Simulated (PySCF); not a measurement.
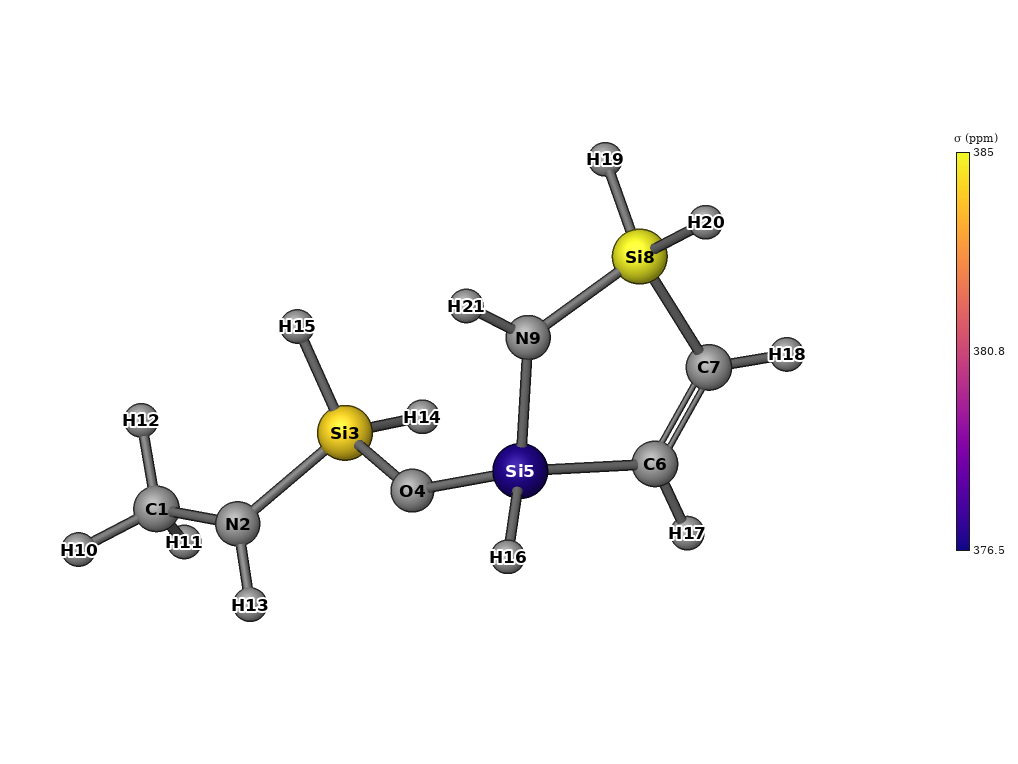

Atoms are coloured by their isotropic NMR shieldings (Si only, the others grey). Computed geometry: GFN2-xTB optimisation. No frequency run is at hand to confirm it as a minimum. Properties computed with GIAO PBE0/pcSseg-1 NMR shielding, non-relativistic, gas phase (PySCF 2.14.0).

Give the isotropic NMR shieldings of the Si atoms atom by atom.

| atom | σ (ppm) |
| --- | --- |
| Si3 | 384.3 |
| Si5 | 376.8 |
| Si8 | 384.9 |

The geometry is semi-empirical. Around Si such bond lengths and angles can be off by a tenth of an ångström or more and by several degrees, and values that hang on the shape move with them.
